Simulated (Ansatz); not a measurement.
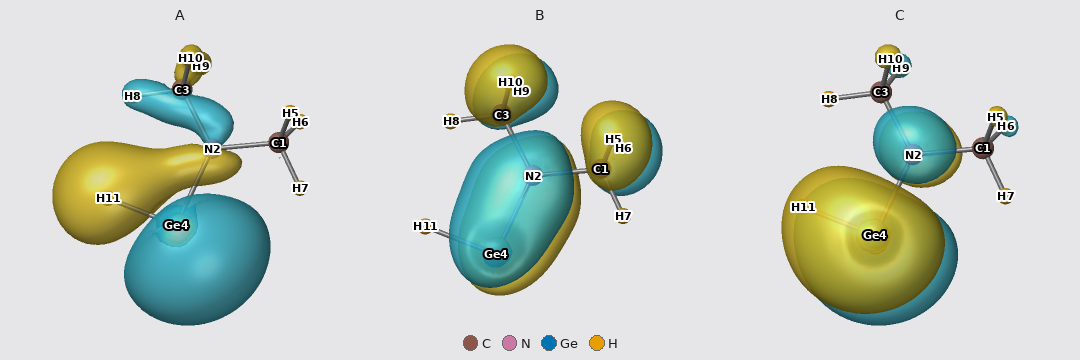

*C$_{2}$H$_{7}$GeN. Three frontier orbitals at ±0.08 Å⁻³ᐟ² (yellow and cyan are the two phases), in no order.*

Geometry: PBE0-D4/def2-TZVP.

These are results of RKS PBE0-D4/def2-TZVPP in Ansatz 0.2.0, not measurements.

```
atom    x (Å)    y (Å)    z (Å)
   C  -0.3461   1.3004  -0.3395
   N  -0.2984  -0.1346  -0.1763
   C   0.8515  -0.5637   0.5834
  Ge  -1.6077  -1.1755  -0.9017
   H   0.5478   1.6697  -0.8590
   H  -0.3932   1.8080   0.6328
   H  -1.2240   1.5892  -0.9201
   H   0.8496  -1.6467   0.6919
   H   0.8527  -0.1093   1.5834
   H   1.7842  -0.2610   0.0886
   H  -0.9510  -2.5336  -0.3630
```

Question: Which picture is the HOMO−1, the HOMO and the LUMO?

Answer: B is the HOMO−1 (−6.95 eV). By Hirshfeld shares it lies mainly on N2 (about 45 %), Ge4 (about 20 %), C1 (about 10 %) and C3 (about 10 %). A is the HOMO (−6.42 eV). It lies mainly on Ge4 (about 70 %) and H11 (about 20 %). C is the LUMO (−1.58 eV). Its weight (Hirshfeld) is mainly on Ge4 (about 75 %) and N2 (about 15 %).

Question: What is the HOMO–LUMO gap?

Answer: 4.84 eV between the orbital energies.
